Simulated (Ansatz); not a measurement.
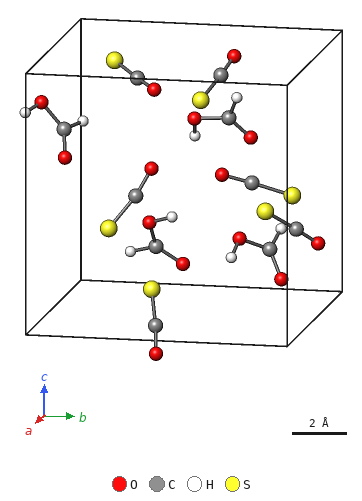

Starting frame of a dynamics run of a periodic cell with 4 HCOOH + 6 OCS at 0.927 g/cm³. It starts from the last geometry of an earlier run, with fresh velocities. The picture is a ball-and-stick view of the simulation cell, seen slightly off an axis.

These are results of DFT r2SCAN-D3(BJ), scalar-relativistic, plane waves, PAW in Ansatz, not measurements.

Input file:
```yaml
crystal:
  lattice:
    - [9.915962, 0.0, 0.0]
    - [0.0, 9.915962, 0.0]
    - [0.0, 0.0, 9.915962]
  atoms:
    - { symbol: O, position: [0.14427597, 0.46470082, 0.66915773] }
    - { symbol: C, position: [0.14743526, 0.59687802, 0.67851225] }
    - { symbol: O, position: [0.09456159, 0.66947912, 0.5949801] }
    - { symbol: H, position: [0.08460986, 0.4537879, 0.59039621] }
    - { symbol: H, position: [0.2006597, 0.63859876, 0.76886629] }
    - { symbol: O, position: [0.59115515, 0.38671003, 0.3617324] }
    - { symbol: C, position: [0.51400332, 0.39564077, 0.25439996] }
    - { symbol: O, position: [0.47977509, 0.49126469, 0.18431572] }
    - { symbol: H, position: [0.6154527, 0.47808741, 0.39219887] }
    - { symbol: H, position: [0.48818608, 0.29215722, 0.2247609] }
    - { symbol: O, position: [0.56752644, 0.96868304, 0.79855994] }
    - { symbol: C, position: [0.54174307, 1.04998849, 0.69344849] }
    - { symbol: O, position: [0.61836494, 1.06906676, 0.60161008] }
    - { symbol: H, position: [0.65146327, 0.92426176, 0.77464209] }
    - { symbol: H, position: [0.4396469, 1.10074578, 0.70551834] }
    - { symbol: O, position: [0.21203409, 0.65154388, 0.23212059] }
    - { symbol: C, position: [0.13933087, 0.75156875, 0.18043951] }
    - { symbol: O, position: [0.16860923, 0.80203808, 0.07400806] }
    - { symbol: H, position: [0.2909855, 0.63653781, 0.17568969] }
    - { symbol: H, position: [0.04245648, 0.77412681, 0.23970058] }
    - { symbol: O, position: [0.7624973, 0.06814129, 0.34780497] }
    - { symbol: C, position: [0.82428007, -0.002496, 0.41211868] }
    - { symbol: S, position: [0.91458626, -0.10161793, 0.49473147] }
    - { symbol: O, position: [0.434372, 0.67788964, 0.97827495] }
    - { symbol: C, position: [0.52832185, 0.64649131, 0.924078] }
    - { symbol: S, position: [0.66225235, 0.59787353, 0.85403781] }
    - { symbol: O, position: [1.03509201, 0.5055478, 0.95780031] }
    - { symbol: C, position: [0.96440163, 0.48887498, 1.05008448] }
    - { symbol: S, position: [0.86999501, 0.45423328, 1.16782532] }
    - { symbol: O, position: [0.05629807, 0.28161192, 0.450848] }
    - { symbol: C, position: [0.08560884, 0.22756176, 0.35007827] }
    - { symbol: S, position: [0.15338307, 0.13860787, 0.2360067] }
    - { symbol: O, position: [0.4377562, 0.63188217, 0.52320682] }
    - { symbol: C, position: [0.40861237, 0.74028435, 0.49078868] }
    - { symbol: S, position: [0.3819474, 0.88938125, 0.44311001] }
    - { symbol: O, position: [0.40638737, 0.36585266, 0.83060432] }
    - { symbol: C, position: [0.32773584, 0.28492274, 0.85481694] }
    - { symbol: S, position: [0.2216883, 0.17555018, 0.89553144] }
basis:
  ecutwfc: 500.0
kpoints:
  mp_grid: { grid: [1, 1, 1] }
hamiltonian:
  xc: r2scan
  dispersion: d3bj
scf:
  occupations: { method: fermi_dirac, width: 0.02 }
  lower_state_search: "off"
  convergence: { dr2_threshold: 0.01 }
  max_iter: 60
md:
  timestep: 0.5
  n_steps: 200
  ensemble: nvt_langevin
  temperature: 400.0
  initial_velocities: maxwell_boltzmann
  seed: 294156
  friction: 0.05
```

Run as
```bash
ansatz run input.yaml --threads 4 --pin off --max-ram 10240MiB --backend cpu --events-out ev --progress --plain --runs-dir out
```

Predict how the run goes.

Answer. Over the second half the temperature averages 419 K (spread ±57 K). The potential energy in the second half lies on average 9.0 meV per atom above the first frame. In the second half of the run the atoms are, in the root-mean-square, this far from where they began (common drift taken out): H 0.49 Å, O 0.34 Å, C 0.24 Å, S 0.19 Å. The heavy atoms stay within a fraction of a molecule's size of their starting places; so short a run doesn't tell a liquid from a solid. The self-consistency threshold is loose, so the forces are noisy.

Along the run (each row but the first and the last is the mean over the interval that it begins):

```
time (fs)  potential energy (meV/atom)  T (K)
      0.0                          0.0    389
     12.5                         13.6    445
     25.0                         14.8    393
     37.5                         13.9    478
     50.0                         11.4    473
     62.5                          3.5    396
     75.0                          8.0    382
     87.5                         12.9    423
    100.0                         10.0    418
```

The paths of the atoms:

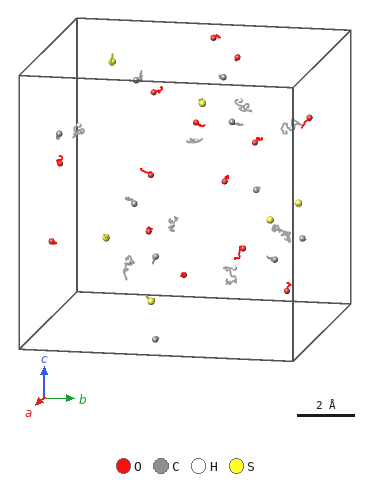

Cost: 16 min on 4 threads of AMD EPYC 9R14 (Zen 4) (shared host), peak memory 2.5 GiB.
